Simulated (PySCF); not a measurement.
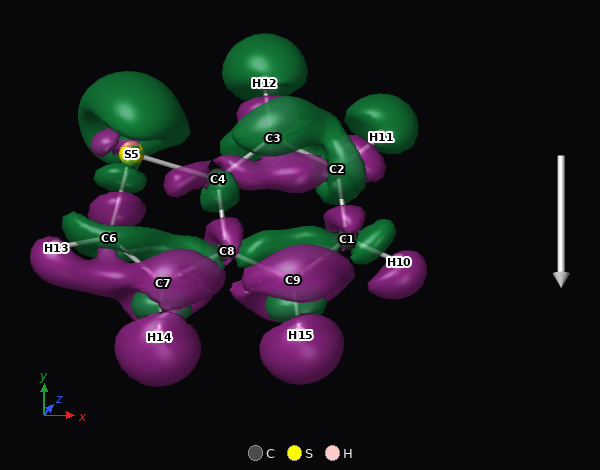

C₈H₆S, SMILES `c1ccc2sccc2c1`. Change of the electron density in a uniform field of 0.21 V/Å along −y (arrow), surfaces at ±0.0015 e/Å³ (green: gain, purple: loss).

Method: PBE0/6-31+G*; geometry: GFN2-xTB; program: PySCF. No frequency check shows the geometry to be a minimum. The basis has diffuse s and p functions alone, which still leaves polarisabilities too small, most of all across bonds. GFN2-xTB bond lengths at metals and heavier atoms can be off by up to 0.1 Å and shapes distorted, which carries into these values.

The field was applied in both directions; the picture shows the one opposite to the script's first.

**How large is the response?**

The induced dipole is 1.12 D (along the field); α along this axis, from the fields in both directions, is 110 bohr³ (16.3 Å³).
